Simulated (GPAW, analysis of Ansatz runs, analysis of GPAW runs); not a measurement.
# Local vibrational mode of Be on a Cd site in CdTe (PBE) (GPAW)

Subject: Be on a Cd site in CdTe. Wanted: its local vibrational mode, in one set-up (PBE, plane waves 500 eV, 32-site cell, PBE lattice, k: 2x2x2 shifted). The model is a cell of 32 host atoms with 1 Cd taken out and 1 Be put in. The frequencies come from force constants among the defect atom and its neighbours, with the masses of the isotopes named. A local or semilocal functional is the cheapest first rung.

Measured beforehand: Threefold local mode of Be: 390 cm⁻¹ at 300 K, by near-resonant Raman scattering (“Vibrational and mechanical properties of the highly mismatched (Cd,Be)Te semiconductor alloy : Experiment and ab initio calculations”, 2023, arxiv:2303.01780). The runs below try to reproduce this.

Method: GPAW plane-wave PAW DFT, PBE; relaxation of all atoms of a defect supercell, in GPAW 26.7.0.

### 1. Set-up

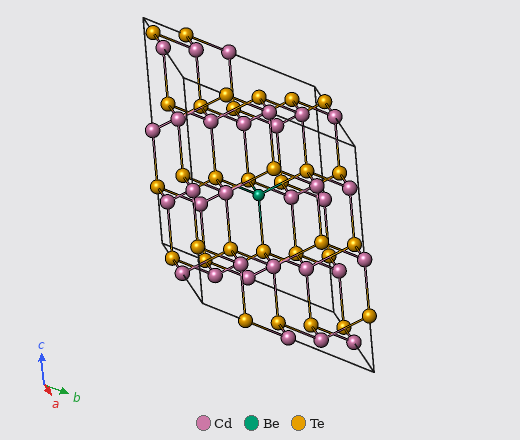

The cell as given, slightly off an axis (cadmium pink, beryllium teal, tellurium orange). Some periodic images of atoms are drawn too.

The cell holds 32 atoms: 15 Cd, 1 Be and 16 Te. Cell: a = 11.430 Å, b = 11.430 Å, c = 11.430 Å, α = 109.5°, β = 109.5°, γ = 109.5°. It derives from CdTe (space group F-43m). Nearest the centre at fractional (0.250, 0.500, 0.250): Be7 at 0.00 Å, Te28 at 2.86 Å, Te23 at 2.86 Å, Te19 at 2.86 Å, Te22 at 2.86 Å, Cd1 at 4.67 Å, Cd3 at 4.67 Å, Cd2 at 4.67 Å.

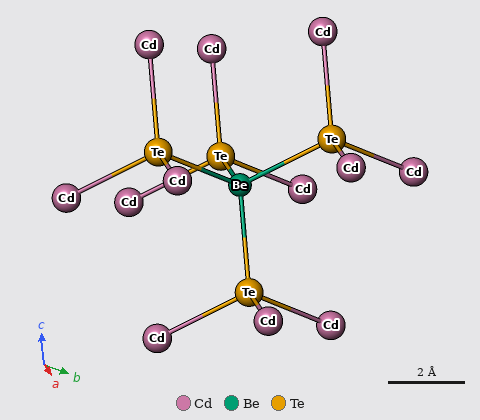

The atoms within 5 Å of the centre.

The host's primitive cell comes from a first run (GPAW plane-wave PAW DFT, PBE; relaxation of cell and atoms of a defect-free cell): vectors of 4.666, 4.666 and 4.666 Å. That is 35.92 Å³ an atom, 5.6 % over the diffraction cell's volume. The supercell is built on it.

### 2. Relaxation, charge 0

Every later number rests on the structure around the defect, so the atoms are relaxed at the host's lattice first.

run.py

```python
import numpy as np
from ase.io import read, write
from ase.parallel import parprint, world
from gpaw import GPAW, PW
from ase.optimize import BFGS

atoms = read('POSCAR')
calc = GPAW(mode=PW(500),
            xc='PBE',
            kpts={'size': (2, 2, 2), 'gamma': False},
            occupations={'name': 'fermi-dirac', 'width': 0.01},
            nbands=147,
            convergence={'density': 1e-05, 'forces': 0.001},
            maxiter=150,
            symmetry={'point_group': False},
            txt='gpaw.txt')
atoms.calc = calc
opt = BFGS(atoms, trajectory='relax.traj', logfile='-')
done = opt.run(fmax=0.01, steps=80)
parprint('Converged:', done)
energy = atoms.get_potential_energy()
forces = atoms.get_forces()
parprint(f'Energy: {energy:.6f} eV, largest force {np.linalg.norm(forces, axis=1).max():.4f} eV/A')
calc.write('gs.gpw')
write('final.xyz', atoms)
for s in range(calc.get_number_of_spins()):
    parprint('Levels (eV), spin', s, calc.get_eigenvalues(kpt=0, spin=s)[-16:].round(3))
```

POSCAR

```
Cd Be Cd Te
 1.0000000000000000
    -6.5990413770391516    6.5990413770391507   -6.5990413770391507
     6.5990413770391507    6.5990413770391507    6.5990413770391507
     6.5990413770391507   -6.5990413770391516   -6.5990413770391516
 Cd  Be  Cd  Te 
   6   1   9  16
Direct
 -0.0000000000000000  0.0000000000000000 -0.0000000000000000
 -0.0000000000000000  0.2500000000000001  0.7499999999999999
 -0.0000000000000001  0.5000000000000000  0.4999999999999999
 -0.0000000000000000  0.7500000000000000  0.2499999999999999
  0.2499999999999999  0.0000000000000000  0.7499999999999999
  0.2499999999999999  0.2500000000000000  0.4999999999999999
  0.2500000000000001  0.5000000000000001  0.2500000000000000
  0.2500000000000000  0.7500000000000000 -0.0000000000000000
  0.5000000000000002  0.0000000000000000  0.5000000000000001
  0.5000000000000001  0.2500000000000001  0.2500000000000001
  0.5000000000000001  0.5000000000000001  0.0000000000000000
  0.4999999999999999  0.7500000000000000  0.7499999999999999
  0.7500000000000001  0.0000000000000000  0.2500000000000001
  0.7500000000000000  0.2500000000000000  0.0000000000000000
  0.7500000000000000  0.5000000000000001  0.7499999999999999
  0.7500000000000001  0.7500000000000001  0.4999999999999999
  0.0000000000000000 -0.0000000004211768  0.7500000000000000
  0.0000000000000000  0.2499999995788232  0.5000000000000000
  0.0000000000000001  0.4999999995788232  0.2500000000000001
  0.0000000000000000  0.7499999995788232 -0.0000000000000000
  0.2499999999999999 -0.0000000004211769  0.4999999999999999
  0.2500000000000000  0.2499999995788232  0.2500000000000000
  0.2500000000000001  0.4999999995788232 -0.0000000000000000
  0.2500000000000001  0.7499999995788232  0.7500000000000000
  0.5000000000000000 -0.0000000004211768  0.2500000000000001
  0.5000000000000001  0.2499999995788232  0.0000000000000000
  0.5000000000000000  0.4999999995788232  0.7500000000000000
  0.5000000000000001  0.7499999995788232  0.5000000000000000
  0.7500000000000000 -0.0000000004211768 -0.0000000000000000
  0.7500000000000000  0.2499999995788232  0.7500000000000000
  0.7500000000000000  0.4999999995788232  0.5000000000000000
  0.7500000000000001  0.7499999995788232  0.2500000000000000
```

The run is started by

```
$ OMP_NUM_THREADS=1 mpirun -n 4 gpaw python run.py > stdout
```

The program printed:

```text
__  _  _
 | _ |_)|_||  |
 |__||  | ||/\| - 26.7.0

Input parameters:
  mode=PW(ecut=500.0),
  convergence={'density': 1e-05, 'forces': 0.001},
  kpts=MonkhorstPack(size=(2, 2, 2), gamma=False),
  maxiter=150,
  nbands=147,
  occupations=Occupations(name='fermi-dirac', width=0.01),
  symmetry=Symmetry(point_group=False),
  xc=XC(name='PBE')

Diagonalizing LCAO Hamiltonian
Converting LCAO to pw mode

                                      Te
                                   Cd

                                         Cd
                              Te
                           Cd
                                Te  Te
                                 Be
                      Te              Te
                   Cd Cd           Cd  Cd
                            Te              Te
                         Cd              Cd
             Te               Te Te
                              Cd
                   Te               Te
                Cd               Cd Cd
                         Te
                      Cd
                            Te Te
                            Cd

Atoms  # Å, Bohr magnetons
|    | symbol |         x |         y |         z |    initial magnetic moments |
|----|--------|-----------|-----------|-----------|-----------------------------|
|  0 |     Cd |  0.000000 |  0.000000 |  0.000000 | ( 0.0000,  0.0000,  0.0000) |
|  1 |     Cd |  6.599041 | -3.299521 | -3.299521 | ( 0.0000,  0.0000,  0.0000) |
|  2 |     Cd |  6.599041 | -0.000000 |  0.000000 | ( 0.0000,  0.0000,  0.0000) |
|  3 |     Cd |  6.599041 |  3.299521 |  3.299521 | ( 0.0000,  0.0000,  0.0000) |
|  4 |     Cd |  3.299521 | -3.299521 | -6.599041 | ( 0.0000,  0.0000,  0.0000) |
|  5 |     Cd |  3.299521 | -0.000000 | -3.299521 | ( 0.0000,  0.0000,  0.0000) |
|  6 |     Be |  3.299521 |  3.299521 | -0.000000 | ( 0.0000,  0.0000,  0.0000) |
|  7 |     Cd |  3.299521 |  6.599041 |  3.299521 | ( 0.0000,  0.0000,  0.0000) |
|  8 |     Cd | -0.000000 |  0.000000 | -6.599041 | ( 0.0000,  0.0000,  0.0000) |
|  9 |     Cd |  0.000000 |  3.299521 | -3.299521 | ( 0.0000,  0.0000,  0.0000) |
| 10 |     Cd | -0.000000 |  6.599041 | -0.000000 | ( 0.0000,  0.0000,  0.0000) |
| 11 |     Cd |  6.599041 |  3.299521 | -3.299521 | ( 0.0000,  0.0000,  0.0000) |
| 12 |     Cd | -3.299521 |  3.299521 | -6.599041 | ( 0.0000,  0.0000,  0.0000) |
| 13 |     Cd | -3.299521 |  6.599041 | -3.299521 | ( 0.0000,  0.0000,  0.0000) |
| 14 |     Cd |  3.299521 |  3.299521 | -6.599041 | ( 0.0000,  0.0000,  0.0000) |
| 15 |     Cd |  3.299521 |  6.599041 | -3.299521 | ( 0.0000,  0.0000,  0.0000) |
| 16 |     Te |  4.949281 | -4.949281 | -4.949281 | ( 0.0000,  0.0000,  0.0000) |
| 17 |     Te |  4.949281 | -1.649760 | -1.649760 | ( 0.0000,  0.0000,  0.0000) |
| 18 |     Te |  4.949281 |  1.649760 |  1.649760 | ( 0.0000,  0.0000,  0.0000) |
| 19 |     Te |  4.949281 |  4.949281 |  4.949281 | ( 0.0000,  0.0000,  0.0000) |
| 20 |     Te |  1.649760 | -1.649760 | -4.949281 | ( 0.0000,  0.0000,  0.0000) |
| 21 |     Te |  1.649760 |  1.649760 | -1.649760 | ( 0.0000,  0.0000,  0.0000) |
| 22 |     Te |  1.649760 |  4.949281 |  1.649760 | ( 0.0000,  0.0000,  0.0000) |
| 23 |     Te |  8.248802 |  1.649760 | -1.649760 | ( 0.0000,  0.0000,  0.0000) |
| 24 |     Te | -1.649760 |  1.649760 | -4.949281 | ( 0.0000,  0.0000,  0.0000) |
| 25 |     Te | -1.649760 |  4.949281 | -1.649760 | ( 0.0000,  0.0000,  0.0000) |
| 26 |     Te |  4.949281 |  1.649760 | -4.949281 | ( 0.0000,  0.0000,  0.0000) |
| 27 |     Te |  4.949281 |  4.949281 | -1.649760 | ( 0.0000,  0.0000,  0.0000) |
| 28 |     Te | -4.949281 |  4.949281 | -4.949281 | ( 0.0000,  0.0000,  0.0000) |
| 29 |     Te |  1.649760 |  1.649760 | -8.248802 | ( 0.0000,  0.0000,  0.0000) |
| 30 |     Te |  1.649760 |  4.949281 | -4.949281 | ( 0.0000,  0.0000,  0.0000) |
| 31 |     Te |  1.649760 |  8.248802 | -1.649760 | ( 0.0000,  0.0000,  0.0000) |

Unit cell  # Å
| periodic |         x |         y |         z |   lengths |     angles |
|----------|-----------|-----------|-----------|-----------|------------|
|      yes | -6.599041 |  6.599041 | -6.599041 | 11.429875 | 109.471221 |
|      yes |  6.599041 |  6.599041 |  6.599041 | 11.429875 | 109.471221 |
|      yes |  6.599041 | -6.599041 | -6.599041 | 11.429875 | 109.471221 |

Number of symmetries: 1
Symmetry operations  # r_c * U_cc + t_c -> r_c
|   | kind |            matrix            |
|---|------|------------------------------|
| 0 |  E   |  1, 0, 0,  0, 1, 0,  0, 0, 1 |

BZ-sampling:
  Number of BZ points: 8
  Number of IBZ points: 4

  Monkhorst-Pack size: [2, 2, 2]
  Monkhorst-Pack shift: [0, 0, 0]

K-points  # in reciprocal-cell coordinates
|   |                                coordinates |     weight |
|---|--------------------------------------------|------------|
| 0 | (  0.25000000,  -0.25000000,  -0.25000000) | 0.25000000 |
| 1 | (  0.25000000,  -0.25000000,   0.25000000) | 0.25000000 |
| 2 | (  0.25000000,   0.25000000,  -0.25000000) | 0.25000000 |
| 3 | (  0.25000000,   0.25000000,   0.25000000) | 0.25000000 |

Plane wave coefficients: 29240
Cutoff: 500.0 eV

Spin-components: 1 (collinear spins)
Bands:           147
Projectors:      173
Spin-degeneracy: 2
Datatype:        complex128

Density:
  Valence electrons: 278.0
  Components: 1
  Grid points: [60 60 60]
  Charge: 0.0  # |e|

Potential:
  Grid points: [60 60 60]

species:
  Cd:
    name:    Cadmium
    Z:       48.0
    valence: 12
    core:    36
    charge:  0.0  # [|e|]
    compensation charges:
      type: gauss
      rc: 0.38  # [Å]
      lmax: 2
    cutoffs:
      filter: 2.12  # [Å]
      core: 2.62  # [Å]
    projectors
    | kind |    occ | energy [eV] | rcut [Å] |
    |------|--------|-------------|----------|
    |   5s |  2.000 |      -5.655 |    1.191 |
    |   5p |  0.000 |      -1.186 |    1.228 |
    |   4d | 10.000 |     -11.739 |    1.164 |
    |    s |        |      21.556 |    1.191 |
    |    p |        |      26.026 |    1.228 |
    |    d |        |      15.473 |    1.164 |

    Using partial waves for Cd as LCAO basis

  Be:
    name:    Beryllium
    Z:       4.0
    valence: 2
    core:    2
    charge:  0.0  # [|e|]
    compensation charges:
      type: gauss
      rc: 0.25  # [Å]
      lmax: 2
    cutoffs:
      filter: 1.42  # [Å]
      core: 1.77  # [Å]
    projectors
    | kind |    occ | energy [eV] | rcut [Å] |
    |------|--------|-------------|----------|
    |   2s |  2.000 |      -5.610 |    0.794 |
    |   2p |  0.000 |      -2.018 |    0.794 |
    |    s |        |      21.602 |    0.794 |

[...]
Unit cell  # Å
| periodic |         x |         y |         z |   lengths |     angles |
|----------|-----------|-----------|-----------|-----------|------------|
|      yes | -6.599041 |  6.599041 | -6.599041 | 11.429875 | 109.471221 |
|      yes |  6.599041 |  6.599041 |  6.599041 | 11.429875 | 109.471221 |
|      yes |  6.599041 | -6.599041 | -6.599041 | 11.429875 | 109.471221 |

Initialization done in: 4.019 s

convergence criteria:
- Maximum integral of absolute [dens]ity change: 1e-05 electrons / valence electron
- Maximum change in the atomic [forces] across last 2 cycles: 0.001 eV/Ang OR
Maximum error relative to the maximum force is below inf
- Maximum [total energy] change in last 3 cyles: 0.0005 eV / valence electron
- Maximum integral of absolute [eigenst]ate change: 4e-08 eV^2 / valence electron
maximum number of iterations: 150

SCF iterations
|iter     | |      energy | eigst |  dens |force |
|---------|-|-------------|-------|-------|------|
|iter:   1| |  -83.330934c| -5.37 |       |      |
|iter:   2| |  -83.330928c| -6.97 | -4.06 |      |
|iter:   3| |  -83.330912c| -6.66 | -4.11 |      |
|iter:   4| |  -83.330911c| -7.28 | -4.55 |      |
|iter:   5| |  -83.330911c| -8.17c| -4.87 |      |
|iter:   6| |  -83.330911c| -8.36c| -5.18c|-2.06 |
|iter:   7| |  -83.330911c| -8.78c| -5.80c|-3.72c|

Converged in 7 steps
SCF loop duration: 90.695 s (12.956 s/step)
Energy contributions relative to reference atoms: (reference = -5239645.894961)

Energy contributions:
  Kinetic:         218.718291
  Coulomb:        -208.572072
  Zero:              4.195082
  External:          0.000000
  Xc:              -97.672212
  Entropy:          -0.000000
  Spinorbit:         0.000000
  ----------------------------
  Free energy:     -83.330911
  Extrapolated:    -83.330911

dipole moment: (43.434762, 43.434762, 305.635090)  # |e|*Ang

Fermi level: 3.698
Eigenvalues  # (at kpt = [0.250, -0.250, -0.250])
| band index |      eig [eV] | occ [0-2] |
|------------|---------------|-----------|
[...]
|        ... |               |           |
[...]
Gap: 2.157 eV
Transition (v -> c):
  (s=0, k=2, n=138, [0.25, 0.25, -0.25]) -> (s=0, k=3, n=139, [0.25, 0.25, 0.25])
Direct/indirect transitions are different
Direct gap: 2.162 eV
Transition at: (s=0, k=0, n=138, [0.25, -0.25, -0.25])

Forces  # eV/Ang
|        x |        y |        z |
|----------|----------|----------|
[...]
Te
                                   Cd

                                        Cd
                              Te
                           Cd
                                Te Te
                                 Be
                      Te             Te
                   Cd  Cd          Cd Cd
                            Te              Te
                         Cd             Cd
             Te               Te  Te
                               Cd
                    Te              Te
                 Cd              Cd  Cd
                         Te
                      Cd
                           Te  Te
                            Cd

Atoms  # Å, Bohr magnetons
|    | symbol |         x |         y |         z |    initial magnetic moments |
|----|--------|-----------|-----------|-----------|-----------------------------|
[...]
|  6 |     Be |  3.299524 |  3.299524 | -0.000002 | ( 0.0000,  0.0000,  0.0000) |
[...]
|  8 |     Cd | -0.066493 | -0.066493 | -6.588462 | ( 0.0000,  0.0000,  0.0000) |
|  9 |     Cd |  0.066483 |  3.310089 | -3.233031 | ( 0.0000,  0.0000,  0.0000) |
| 10 |     Cd |  0.066485 |  6.532550 | -0.010569 | ( 0.0000,  0.0000,  0.0000) |
| 11 |     Cd |  6.532551 |  3.288942 | -3.233029 | ( 0.0000,  0.0000,  0.0000) |
| 12 |     Cd | -3.299523 |  3.299518 | -6.599040 | ( 0.0000,  0.0000,  0.0000) |
| 13 |     Cd | -3.310090 |  6.665527 | -3.366007 | ( 0.0000,  0.0000,  0.0000) |
| 14 |     Cd |  3.299518 |  3.299518 | -6.599037 | ( 0.0000,  0.0000,  0.0000) |
| 15 |     Cd |  3.288942 |  6.532551 | -3.233029 | ( 0.0000,  0.0000,  0.0000) |
[...]
| 24 |     Te | -1.619276 |  1.668491 | -4.918796 | ( 0.0000,  0.0000,  0.0000) |
| 25 |     Te | -1.668488 |  4.979766 | -1.680245 | ( 0.0000,  0.0000,  0.0000) |
| 26 |     Te |  4.979767 |  1.619274 | -4.968012 | ( 0.0000,  0.0000,  0.0000) |
| 27 |     Te |  4.766197 |  4.766197 | -1.466678 | ( 0.0000,  0.0000,  0.0000) |
| 28 |     Te | -4.979766 |  4.930552 | -4.918796 | ( 0.0000,  0.0000,  0.0000) |
| 29 |     Te |  1.619275 |  1.619275 | -8.230073 | ( 0.0000,  0.0000,  0.0000) |
| 30 |     Te |  1.619274 |  4.979767 | -4.968012 | ( 0.0000,  0.0000,  0.0000) |
| 31 |     Te |  1.619275 |  8.267532 | -1.680245 | ( 0.0000,  0.0000,  0.0000) |

Unit cell  # Å
| periodic |         x |         y |         z |   lengths |     angles |
|----------|-----------|-----------|-----------|-----------|------------|
|      yes | -6.599041 |  6.599041 | -6.599041 | 11.429875 | 109.471221 |
|      yes |  6.599041 |  6.599041 |  6.599041 | 11.429875 | 109.471221 |
|      yes |  6.599041 | -6.599041 | -6.599041 | 11.429875 | 109.471221 |

Initialization done in: 4.010 s

convergence criteria:
- Maximum integral of absolute [dens]ity change: 1e-05 electrons / valence electron
- Maximum change in the atomic [forces] across last 2 cycles: 0.001 eV/Ang OR
Maximum error relative to the maximum force is below inf
- Maximum [total energy] change in last 3 cyles: 0.0005 eV / valence electron
- Maximum integral of absolute [eigenst]ate change: 4e-08 eV^2 / valence electron
maximum number of iterations: 150

SCF iterations
|iter     | |      energy | eigst |  dens |force |
|---------|-|-------------|-------|-------|------|
|iter:   1| |  -83.330964c| -6.07 |       |      |
|iter:   2| |  -83.330962c| -7.55c| -4.24 |      |
|iter:   3| |  -83.330957c| -6.96 | -4.31 |      |
|iter:   4| |  -83.330957c| -7.60c| -4.85 |      |
|iter:   5| |  -83.330957c| -8.06c| -5.14c|-2.51 |
|iter:   6| |  -83.330957c| -8.30c| -5.58c|-3.32c|

Converged in 6 steps
SCF loop duration: 77.359 s (12.893 s/step)
Energy contributions relative to reference atoms: (reference = -5239645.894961)

Energy contributions:
  Kinetic:         218.728198
  Coulomb:        -208.579614
  Zero:              4.195006
  External:          0.000000
  Xc:              -97.674547
  Entropy:          -0.000000
  Spinorbit:         0.000000
  ----------------------------
  Free energy:     -83.330957
  Extrapolated:    -83.330957

dipole moment: (43.434930, 43.434930, 305.598967)  # |e|*Ang

Fermi level: 3.698
Eigenvalues  # (at kpt = [0.250, -0.250, -0.250])
| band index |      eig [eV] | occ [0-2] |
|------------|---------------|-----------|
[...]
|        ... |               |           |
[...]
|        139 |         4.876 |     0.000 |
|        140 |         5.280 |     0.000 |
|        141 |         5.424 |     0.000 |
|        142 |         5.424 |     0.000 |
|        143 |         5.441 |     0.000 |
|        144 |         5.651 |     0.000 |
|        145 |         5.889 |     0.000 |
|        146 |         5.889 |     0.000 |

Gap: 2.157 eV
Transition (v -> c):
  (s=0, k=0, n=138, [0.25, -0.25, -0.25]) -> (s=0, k=3, n=139, [0.25, 0.25, 0.25])
Direct/indirect transitions are different
Direct gap: 2.162 eV
Transition at: (s=0, k=0, n=138, [0.25, -0.25, -0.25])

Forces  # eV/Ang
|        x |        y |        z |
|----------|----------|----------|
[...]
| -0.00549 | -0.00001 | -0.00549 |  # Te  24
|  0.00000 | -0.00549 |  0.00549 |  # Te  25
| -0.00550 |  0.00550 |  0.00001 |  # Te  26
|  0.00303 |  0.00303 | -0.00302 |  # Te  27
|  0.00549 |  0.00000 | -0.00549 |  # Te  28
|  0.00549 |  0.00549 |  0.00000 |  # Te  29
|  0.00550 | -0.00550 |  0.00001 |  # Te  30
|  0.00549 | -0.00001 |  0.00549 |  # Te  31

# Writing to gs.gpw (mode='')
```

Run time: 48 min. Hardware: 4 MPI ranks of Arm Neoverse V1, shared host; peak memory 3.5 GiB; 3.2 h of CPU time.

(Continued in part 2 of 2.)

[Logs are printed without paths, hosts, clocks, repeated set-up lines and the standing remarks that a program may print on its own settings, such as how far it seeks lower states.]

[Hosts, paths, dates, database ids (printed as entryN), source tags and the programs' standing remarks are cut or masked in the printed files.]

[For some hosts the program warned that the k-mesh of the response run may be too coarse for force constants and the static dielectric constant; such warnings are not shown here.]
